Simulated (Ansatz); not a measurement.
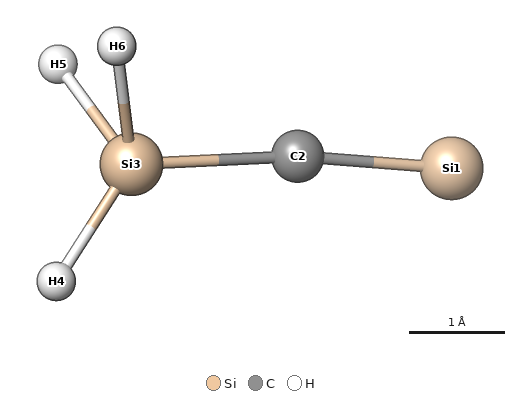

**Figure 1.** The structure as given in the input (ball-and-stick view, seen at a tilt; atoms are numbered from 1 in the order of the input). Bond lengths as drawn: C–Si 1.72 to 1.86 Å and H–Si 1.52 to 1.58 Å.

## Two runs on CH₃Si₂

System: CH₃Si₂, multiplicity 2, SMILES [Si]#C[SiH3].
Method of the first run: UHF/def2-SVP (Ansatz 0.2.0).

Text and figures count atoms from 1; the logs count them from 0 in places.

The input, the first run:
```yaml
crystal:
  periodic: [false, false, false]
  atoms:
    - { symbol: Si, position_ang: [0.796345, -2.582274, 1.123052] }
    - { symbol: C, position_ang: [0.394417, -1.03344, 0.502597] }
    - { symbol: Si, position_ang: [-0.213386, 0.543464, -0.268438] }
    - { symbol: H, position_ang: [-1.428007, 0.736449, -1.166244] }
    - { symbol: H, position_ang: [1.098489, 1.297192, -0.723669] }
    - { symbol: H, position_ang: [-0.009668, 1.641912, 0.848905] }
magnetization:
  spin_polarized: true
  initial_magnetization: 1
basis:
  gaussian: { orbitals: def2-SVP }
hamiltonian:
  xc: hf
output:
  forces: true
```

Launched with:
```bash
ansatz run input.yaml --threads 1 --pin off --max-ram 2560MiB --backend cpu --events-out ev --progress --plain --runs-dir out
```

Hardware: 1 thread of Arm Neoverse V2, 24 GiB of memory available, shared host.

Output (the first run):
```
Engine: ansatz 0.2.0, aarch64-unknown-linux-gnu
Functional definition: HF
  exchange = exact_x
  correlation = 0
632 factors; integrals over basis functions are off by at most 1.0e-3 eV
mean field evaluation 1: about -16789.6903 eV, gradient 1.7e1 eV
mean field evaluation 2: about -16789.6911 eV, gradient 1.7e1 eV
mean field evaluation 4: about -16792.2096 eV, gradient 2.7e0 eV
mean field evaluation 8: about -16792.3982 eV, gradient 3.3e-1 eV
mean field evaluation 16: about -16792.4950 eV, gradient 8.9e-2 eV
mean field evaluation 32: about -16792.4828 eV, gradient 9.8e-2 eV
mean field evaluation 64: about -16792.4839 eV, gradient 2.8e-2 eV
mean field evaluation 96: about -16791.9704 eV, gradient 2.6e0 eV
mean field evaluation 128: about -16792.2914 eV, gradient 1.1e0 eV
mean field evaluation 160: about -16792.4635 eV, gradient 1.7e-1 eV
mean field evaluation 192: about -16791.2354 eV, gradient 1.2e1 eV
mean field -16792.49571418 eV, -617.1128351337 hartree, gradient 7.8e-6 eV, S^2 1.096325; 2 other end points of the search recorded, 0 dependent functions left out
the calculation of the forces begins
reference -16792.49571418 eV, -617.1128351337 hartree; 19, 18 occupied and 46, 47 virtual orbitals, 632 factors
Total energy: -16792.49571418 eV, -617.1128351337 hartree
Atom 0 at     0.796345    -2.582274     1.123052 Å, force     0.149895    -0.179826     0.145032 eV/Å
Atom 1 at     0.394417    -1.033440     0.502597 Å, force    -0.951607     0.087649    -0.688495 eV/Å
Atom 2 at    -0.213386     0.543464    -0.268438 Å, force     2.758233     2.979529     1.290662 eV/Å
Atom 3 at    -1.428007     0.736449    -1.166244 Å, force     0.746736    -0.500667     0.635164 eV/Å
Atom 4 at     1.098489     1.297192    -0.723669 Å, force    -1.084682    -1.275010    -1.069496 eV/Å
Atom 5 at    -0.009668     1.641912     0.848905 Å, force    -1.618574    -1.111675    -0.312867 eV/Å
Dipole moment:    -0.196662    -0.211769    -0.092419 e Å
```

For the second run the input was changed thus:
```diff
-    - { symbol: Si, position_ang: [0.796345, -2.582274, 1.123052] }
-    - { symbol: C, position_ang: [0.394417, -1.03344, 0.502597] }
-    - { symbol: Si, position_ang: [-0.213386, 0.543464, -0.268438] }
-    - { symbol: H, position_ang: [-1.428007, 0.736449, -1.166244] }
-    - { symbol: H, position_ang: [1.098489, 1.297192, -0.723669] }
-    - { symbol: H, position_ang: [-0.009668, 1.641912, 0.848905] }
+    - { symbol: Si, position_ang: [0.799637, -2.588809, 1.126779] }
+    - { symbol: C, position_ang: [0.321634, -1.069598, 0.459607] }
+    - { symbol: Si, position_ang: [-0.156362, 0.589869, -0.238637] }
+    - { symbol: H, position_ang: [-1.375118, 0.047731, -0.978124] }
+    - { symbol: H, position_ang: [0.77652, 1.268619, -1.187952] }
+    - { symbol: H, position_ang: [-0.553889, 1.6792, 0.703154] }
```

What does this change do to the results?

With the same method and basis, the second run lies 19.6 kcal/mol lower. The largest force goes from 4.260 to 1.288 eV/Å.

Output (the second run):
```
Engine: ansatz 0.2.0, aarch64-unknown-linux-gnu
Functional definition: HF
  exchange = exact_x
  correlation = 0
631 factors; integrals over basis functions are off by at most 1.1e-3 eV
mean field evaluation 1: about -16790.8083 eV, gradient 1.6e1 eV
mean field evaluation 2: about -16790.8090 eV, gradient 1.6e1 eV
mean field evaluation 4: about -16793.0760 eV, gradient 2.6e0 eV
mean field evaluation 8: about -16793.2462 eV, gradient 3.4e-1 eV
mean field evaluation 16: about -16793.3460 eV, gradient 2.8e-2 eV
mean field evaluation 32: about -16793.3061 eV, gradient 9.8e-2 eV
mean field evaluation 64: about -16793.2552 eV, gradient 1.3e-1 eV
mean field evaluation 96: about -16793.0810 eV, gradient 1.4e0 eV
mean field evaluation 128: about -16793.1877 eV, gradient 2.4e-1 eV
mean field evaluation 160: about -16793.2568 eV, gradient 4.3e-2 eV
mean field evaluation 192: about -16793.2331 eV, gradient 5.8e-1 eV
mean field -16793.34589657 eV, -617.1440787604 hartree, gradient 5.6e-6 eV, S^2 1.114829; 2 other end points of the search recorded, 0 dependent functions left out
the calculation of the forces begins
reference -16793.34589657 eV, -617.1440787604 hartree; 19, 18 occupied and 46, 47 virtual orbitals, 631 factors
Total energy: -16793.34589657 eV, -617.1440787604 hartree
Atom 0 at     0.799637    -2.588809     1.126779 Å, force    -0.061655     0.101055    -0.065109 eV/Å
Atom 1 at     0.321634    -1.069598     0.459607 Å, force     0.611481     0.431552     0.333370 eV/Å
Atom 2 at    -0.156362     0.589869    -0.238637 Å, force    -1.031754    -0.450830    -0.625879 eV/Å
Atom 3 at    -1.375118     0.047731    -0.978124 Å, force     0.368828     0.805346     0.083334 eV/Å
Atom 4 at     0.776520     1.268619    -1.187952 Å, force     0.048679    -0.443108     0.148818 eV/Å
Atom 5 at    -0.553889     1.679200     0.703154 Å, force     0.064422    -0.444015     0.125466 eV/Å
Dipole moment:     0.076501     0.003652     0.052630 e Å
```

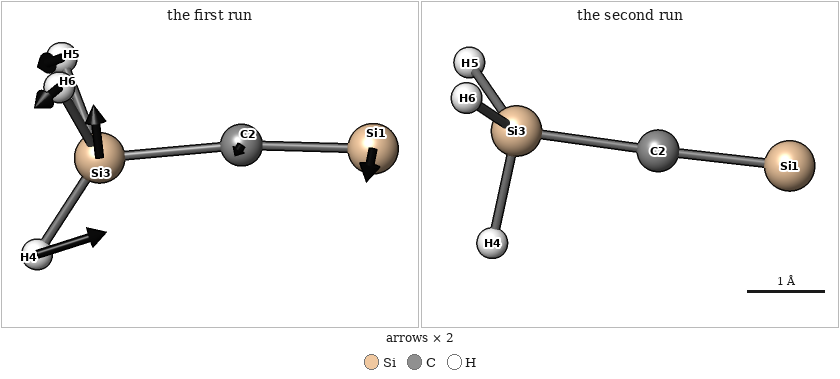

**Figure 2.** The two input geometries at one scale (ball-and-stick view, seen at a tilt). The black arrows on the first give the shifts of the atoms after the best rigid fit, magnified 2 times. The atom that moves furthest after the best rigid fit is H4 (0.48 Å). By element the largest moves are H 0.48 Å, Si 0.36 Å, C 0.09 Å. Among the contacts that change: Si3–H5 1.580 → 1.494 Å, Si1–C2 1.716 → 1.727 Å, C2–Si3 1.858 → 1.863 Å.

The two runs side by side:

| quantity | the first run | the second run |
| --- | --- | --- |
| outcome | converged | converged |
| total energy (hartree) | −617.112835 | −617.144079 |
| ⟨S²⟩ | 1.096 | 1.115 |
| largest force (eV/Å) | 4.260 | 1.288 |
| basis functions | 65 | 65 |
| wall time (shared host) | 3.3 s | 3.1 s |

For the first run: ⟨S²⟩ is 1.10 against 0.75 for a pure state: the solution is spin-contaminated. For the second run: ⟨S²⟩ is 1.11 against 0.75 for a pure state: the solution is spin-contaminated.
